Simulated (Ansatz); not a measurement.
The compound is Rb2LiCoBr6 (double perovskite) (Fm-3m).

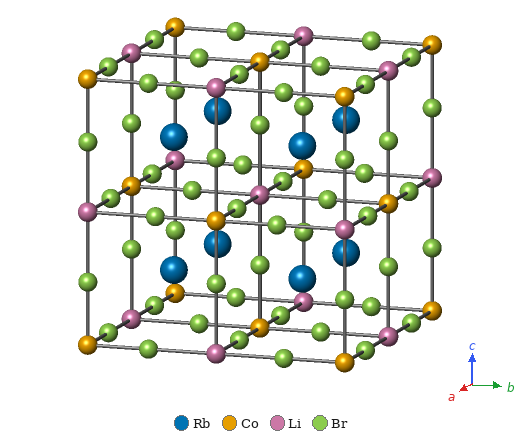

The structure (rubidium blue, cobalt orange, lithium pink, bromine green). Some periodic images of atoms are drawn too.

The structure was built from a prototype and need not be the compound's stable phase.

```
Rb Co Li Br
1.0
     5.00095    0.00000    5.00095
     5.00095    5.00095    0.00000
     0.00000    5.00095    5.00095
Rb Co Li Br
2 1 1 6
Direct
  0.25000 0.25000 0.25000
  0.75000 0.75000 0.75000
  0.00000 0.00000 0.00000
  0.50000 0.50000 0.50000
  0.23660 0.23660 0.76340
  0.76340 0.76340 0.23660
  0.23660 0.76340 0.23660
  0.76340 0.23660 0.76340
  0.76340 0.23660 0.23660
  0.23660 0.76340 0.76340
```

The structure was relaxed with LDA. The structure type comes from a generator and need not be one that this composition takes. The structure was generated from a model, not taken from a measurement. The runs that relaxed it are not among those shown. The program's search for lower electronic states was switched off, so nothing shows that the state found is the lowest. PAW set soft_2, made with PBE.

A constrained-RPA run (Ansatz 0.2.0; non-magnetic LDA; Co d + anion p, bands v21 to c2, 2×2×2 mesh, medium accuracy) builds 23 functions on bands 7.2 eV wide, with 42.0 electrons in the window. The bare on-site interaction is 24.0 eV and the bare J 0.82 eV.

Estimate U, U′ and J.

On the Co d shell, U = 7.60 eV (32 % of the bare value), U′ = 6.25 eV, J = 0.68 eV.

The parent state is non-magnetic and the interaction static (zero frequency); U depends on the window and the orbitals, so it belongs to this model alone. A window that holds the anion p bands defines a model with explicit ligands; its U belongs to that model and is not the U of DFT+U. Coarse meshes can leave U off its limit, most where the target bands are metallic.

[Paths, hosts, dates, memory and timing lines, banners, echoed tables and standing remarks are left out of the program output.]

[Logs are printed without paths, hosts, clocks, repeated set-up lines and the standing remarks that a program may print on its own settings, such as how far it seeks lower states.]

[Runs of the session that timed out or met a known fault of the program may be left out.]

[Hosts, paths, dates, database ids (printed as entryN), source tags and the programs' standing remarks are cut or masked in the printed files.]
